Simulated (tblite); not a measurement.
Geometry relaxation of C₅H₆F₄

C₅H₆F₄, computed with GFN2-xTB geometry optimisation, gas phase (tblite 0.8.0).

It belongs to a series of runs on one base structure; here: CH2 inserted into a C-F bond.

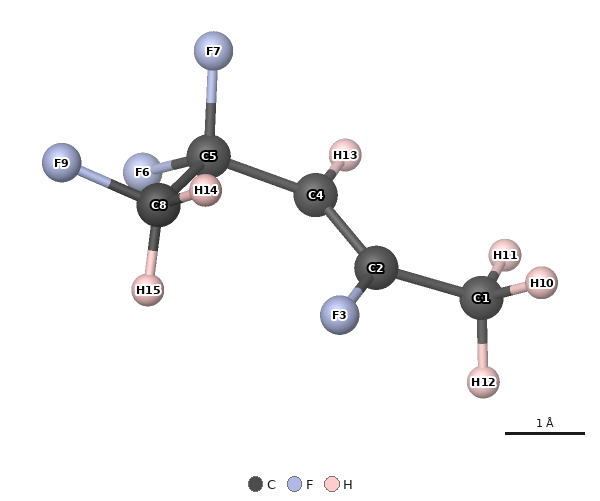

Fig. 1: The input geometry (ball-and-stick view, seen at a tilt; atoms are numbered from 1 in the order of the input).

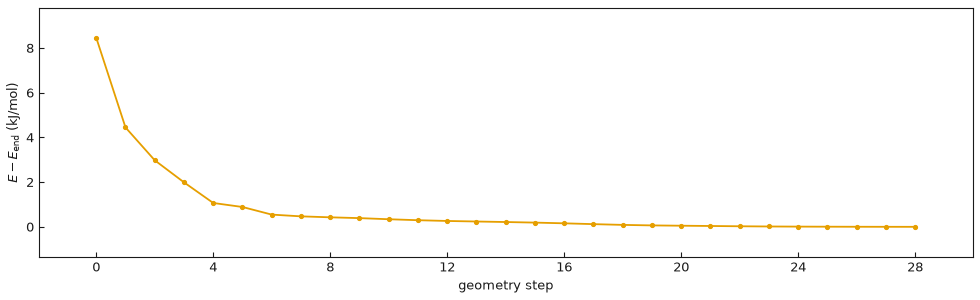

Fig. 2: Progress of the relaxation, step by step (steps are counted from 0).

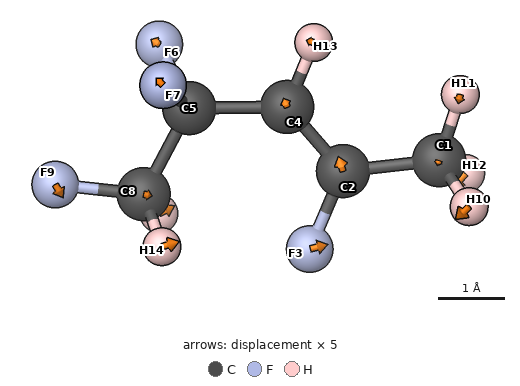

Fig. 3: The starting structure with the displacements as orange arrows, magnified 5 times (ball-and-stick view, seen at a tilt). The two geometries are laid on each other by the best rigid fit. Over 28 geometry steps the energy falls by 8.46 kJ/mol. The largest force component goes from 1.2 to 0.005 eV/Å. The largest moves after the best rigid fit, 0.066 Å, are those of H10 and H12. Largest moves by element: H 0.066 Å, F 0.061 Å, C 0.053 Å. Distances before and after: C4–H13 1.105 → 1.079 Å, C2–C4 1.342 → 1.325 Å, C1–H10 1.102 → 1.089 Å, C1–H11 1.096 → 1.084 Å. Among the angles that change: C1–C2–F3 118.5° → 112.3°, C1–C2–C4 123.4° → 126.5°, F3–C2–C4 118.1° → 121.2°. (Atoms are counted from 1 in the order of the input.)

These pictures come from the run below.

### The input
```
{"job": {"kind": "relax", "xc": "GFN2-xTB", "basis": "xTB"}, "charge": 0, "multiplicity": 1}
C     -2.518100    -0.044400    -0.197400
C     -1.050000     0.144900    -0.273000
F     -0.558900     0.989600    -1.192700
C     -0.182300    -0.483500     0.535500
C      1.315700    -0.393100     0.580800
F      1.819300    -1.648000     0.402800
F      1.688400    -0.008600     1.827200
C      1.993300     0.546800    -0.429200
F      3.348000     0.510700    -0.270100
H     -3.013800     0.917500     0.012800
H     -2.827600    -0.749300     0.583300
H     -2.901900    -0.419400    -1.153300
H     -0.574500    -1.175000     1.303300
H      1.676400     1.578600    -0.291300
H      1.781500     0.241000    -1.460600
```

The first line tells a small driver script what to run in tblite; the rest is the geometry in Å.

Run as:
```bash
OMP_NUM_THREADS=1 python <driver script> task.json out
```

### Output
```
step      E/eV     max force
  0    -888.95460    1.769
  1    -888.99618    1.109
  2    -889.01142    0.491
  3    -889.02164    0.359
  4    -889.03122    0.173
  5    -889.03308    0.155
  6    -889.03661    0.108
  7    -889.03742    0.074
  8    -889.03787    0.072
  9    -889.03824    0.060
 10    -889.03876    0.078
 11    -889.03921    0.059
 12    -889.03956    0.038
 13    -889.03981    0.045
 14    -889.04005    0.057
 15    -889.04032    0.047
 16    -889.04065    0.039
 17    -889.04103    0.040
 18    -889.04138    0.050
 19    -889.04162    0.043
 20    -889.04176    0.037
 21    -889.04189    0.034
 22    -889.04202    0.028
 23    -889.04212    0.027
 24    -889.04218    0.018
 25    -889.04222    0.015
 26    -889.04225    0.016
 27    -889.04227    0.013
 28    -889.04228    0.006
```

### Trajectory as extended XYZ (Å, eV, eV/Å), 7 of the 29 frames kept, from step=0 to step=28
```
15
Properties=species:S:1:pos:R:3:forces:R:3 step=0 energy=-888.95460
C    -2.5181   -0.0444   -0.1974   -0.6160   0.2950  -0.1850
C    -1.0500    0.1449   -0.2730    0.9850  -0.9040   1.1580
F    -0.5589    0.9896   -1.1927   -0.5310   0.1510  -0.2410
C    -0.1823   -0.4835    0.5355   -0.7960  -0.1520   0.1720
C     1.3157   -0.3931    0.5808   -0.0230   0.3080  -0.5380
F     1.8193   -1.6480    0.4028    0.0780  -0.1330   0.1460
F     1.6884   -0.0086    1.8272    0.0810  -0.0990   0.3450
C     1.9933    0.5468   -0.4292   -0.0140  -0.0670  -0.3230
F     3.3480    0.5107   -0.2701   -0.0240  -0.0350   0.0620
H    -3.0138    0.9175    0.0128    0.1890  -0.2650  -0.1810
H    -2.8276   -0.7493    0.5833    0.4140   0.2220  -0.2240
H    -2.9019   -0.4194   -1.1533    0.0880   0.1690   0.1080
H    -0.5745   -1.1750    1.3033    0.2550   0.5010  -0.5840
H     1.6764    1.5786   -0.2913   -0.0790   0.1390   0.1900
H     1.7815    0.2410   -1.4606   -0.0080  -0.1300   0.0960
15
Properties=species:S:1:pos:R:3:forces:R:3 step=5 energy=-889.03308
C    -2.5207   -0.0360   -0.2044   -0.0670  -0.0180   0.0290
C    -1.0447    0.1230   -0.2436    0.0030   0.0310  -0.0390
F    -0.6164    0.9805   -1.1898   -0.0740   0.0840  -0.1070
C    -0.1774   -0.4883    0.5467   -0.0690  -0.0280   0.0200
C     1.3189   -0.3859    0.5694    0.0030  -0.0210   0.0370
F     1.8234   -1.6472    0.4141    0.0600  -0.0240  -0.0150
F     1.6910   -0.0201    1.8334    0.0540   0.0200   0.0270
C     1.9903    0.5514   -0.4412   -0.0280  -0.0470   0.0350
F     3.3428    0.5075   -0.2667   -0.0110   0.0230  -0.0290
H    -3.0033    0.9192   -0.0030    0.0600   0.0540  -0.0540
H    -2.7974   -0.7370    0.5721   -0.0250  -0.0660   0.0730
H    -2.8937   -0.4041   -1.1589    0.0690   0.0520  -0.0570
H    -0.5655   -1.1656    1.2908    0.0690  -0.0330   0.0420
H     1.6699    1.5844   -0.2763   -0.0250  -0.0300   0.0000
H     1.7783    0.2262   -1.4643   -0.0200   0.0040   0.0380
15
Properties=species:S:1:pos:R:3:forces:R:3 step=9 energy=-889.03824
C    -2.5231   -0.0377   -0.2018    0.0270   0.0090  -0.0090
C    -1.0465    0.1241   -0.2448    0.0410  -0.0240   0.0330
F    -0.6374    0.9862   -1.1992    0.0020  -0.0260   0.0290
C    -0.1784   -0.4889    0.5471    0.0100   0.0300  -0.0380
C     1.3199   -0.3893    0.5737    0.0390   0.0090   0.0090
F     1.8312   -1.6485    0.4152   -0.0030  -0.0040   0.0130
F     1.6982   -0.0206    1.8364   -0.0070  -0.0150  -0.0090
C     1.9862    0.5478   -0.4376   -0.0050  -0.0010   0.0010
F     3.3396    0.5105   -0.2710   -0.0010   0.0130  -0.0130
H    -2.9935    0.9266   -0.0124    0.0080  -0.0040   0.0070
H    -2.7988   -0.7409    0.5766   -0.0460   0.0250  -0.0300
H    -2.8825   -0.3946   -1.1664    0.0100  -0.0050   0.0060
H    -0.5555   -1.1693    1.2953    0.0000   0.0080  -0.0090
H     1.6635    1.5793   -0.2736   -0.0370  -0.0010   0.0100
H     1.7726    0.2233   -1.4594   -0.0370  -0.0140   0.0010
15
Properties=species:S:1:pos:R:3:forces:R:3 step=14 energy=-889.04005
C    -2.5192   -0.0362   -0.2025   -0.0090   0.0040  -0.0050
C    -1.0419    0.1217   -0.2414   -0.0290   0.0090  -0.0140
F    -0.6402    0.9843   -1.1978    0.0350   0.0020   0.0030
C    -0.1707   -0.4886    0.5464   -0.0030  -0.0350   0.0450
C     1.3275   -0.3914    0.5769   -0.0320  -0.0160  -0.0030
F     1.8358   -1.6518    0.4195    0.0150   0.0050   0.0040
F     1.7021   -0.0240    1.8396    0.0180   0.0000   0.0130
C     1.9828    0.5472   -0.4370   -0.0130   0.0000  -0.0020
F     3.3374    0.5192   -0.2803   -0.0130   0.0290  -0.0330
H    -2.9850    0.9304   -0.0148    0.0060   0.0090  -0.0120
H    -2.8160   -0.7362    0.5703    0.0190   0.0010   0.0000
H    -2.8727   -0.3916   -1.1697    0.0020   0.0100  -0.0100
H    -0.5497   -1.1679    1.2940   -0.0050  -0.0140   0.0140
H     1.6481    1.5751   -0.2697    0.0050  -0.0090  -0.0030
H     1.7573    0.2179   -1.4554    0.0050   0.0040   0.0050
15
Properties=species:S:1:pos:R:3:forces:R:3 step=19 energy=-889.04162
C    -2.5171   -0.0315   -0.2076    0.0230   0.0020   0.0010
C    -1.0384    0.1174   -0.2357    0.0360  -0.0160   0.0170
F    -0.6264    0.9788   -1.1899    0.0020  -0.0080   0.0120
C    -0.1704   -0.4963    0.5556   -0.0020   0.0030  -0.0140
C     1.3296   -0.3968    0.5825    0.0160   0.0110   0.0050
F     1.8451   -1.6539    0.4254   -0.0120  -0.0010  -0.0150
F     1.7104   -0.0289    1.8442   -0.0110   0.0130  -0.0160
C     1.9726    0.5465   -0.4379   -0.0070   0.0000   0.0030
F     3.3295    0.5396   -0.3031   -0.0080  -0.0240   0.0230
H    -2.9759    0.9393   -0.0226    0.0000  -0.0060  -0.0160
H    -2.8229   -0.7299    0.5630    0.0130   0.0020  -0.0010
H    -2.8643   -0.3845   -1.1783   -0.0010   0.0170   0.0060
H    -0.5502   -1.1760    1.3022   -0.0040  -0.0090   0.0120
H     1.6319    1.5712   -0.2664   -0.0240   0.0060  -0.0130
H     1.7420    0.2130   -1.4534   -0.0190   0.0090  -0.0020
15
Properties=species:S:1:pos:R:3:forces:R:3 step=23 energy=-889.04212
C    -2.5127   -0.0301   -0.2087   -0.0120  -0.0020   0.0000
C    -1.0342    0.1146   -0.2330   -0.0220   0.0110  -0.0110
F    -0.6209    0.9762   -1.1859    0.0140   0.0040  -0.0040
C    -0.1691   -0.5004    0.5591    0.0030  -0.0060   0.0140
C     1.3303   -0.3974    0.5838   -0.0160  -0.0070  -0.0070
F     1.8460   -1.6541    0.4241    0.0080   0.0020  -0.0010
F     1.7117   -0.0271    1.8436    0.0080   0.0030   0.0070
C     1.9679    0.5468   -0.4381   -0.0070   0.0040  -0.0070
F     3.3250    0.5408   -0.3050   -0.0110  -0.0070   0.0130
H    -2.9726    0.9409   -0.0280    0.0150   0.0090   0.0110
H    -2.8213   -0.7278    0.5610    0.0010  -0.0030   0.0050
H    -2.8615   -0.3791   -1.1798    0.0130  -0.0110  -0.0090
H    -0.5504   -1.1796    1.3062    0.0110   0.0030  -0.0050
H     1.6232    1.5706   -0.2683   -0.0010   0.0020   0.0010
H     1.7344    0.2137   -1.4529   -0.0040  -0.0020  -0.0060
15
Properties=species:S:1:pos:R:3:forces:R:3 step=28 energy=-889.04228
C    -2.5122   -0.0295   -0.2094    0.0030   0.0010   0.0000
C    -1.0338    0.1143   -0.2323    0.0050  -0.0020   0.0020
F    -0.6173    0.9754   -1.1846   -0.0040   0.0010  -0.0010
C    -0.1696   -0.5014    0.5606   -0.0010  -0.0010   0.0000
C     1.3291   -0.3978    0.5837    0.0010   0.0020   0.0010
F     1.8474   -1.6534    0.4235   -0.0010   0.0010  -0.0010
F     1.7130   -0.0265    1.8429   -0.0010   0.0010  -0.0020
C     1.9645    0.5469   -0.4388    0.0000   0.0000   0.0000
F     3.3212    0.5401   -0.3037    0.0000   0.0000   0.0000
H    -2.9690    0.9428   -0.0279    0.0000   0.0000   0.0010
H    -2.8210   -0.7271    0.5606   -0.0030   0.0020  -0.0020
H    -2.8583   -0.3792   -1.1815    0.0010  -0.0010   0.0010
H    -0.5492   -1.1811    1.3075   -0.0040  -0.0030   0.0030
H     1.6199    1.5707   -0.2688    0.0000   0.0010   0.0000
H     1.7310    0.2136   -1.4538    0.0020  -0.0010  -0.0010
```

### Results in brief

| quantity | value |
| --- | --- |
| outcome | converged |
| total energy | −889.0423 eV |
| hardware | 1 CPU thread, shared host |
| peak memory | 0.18 GiB |
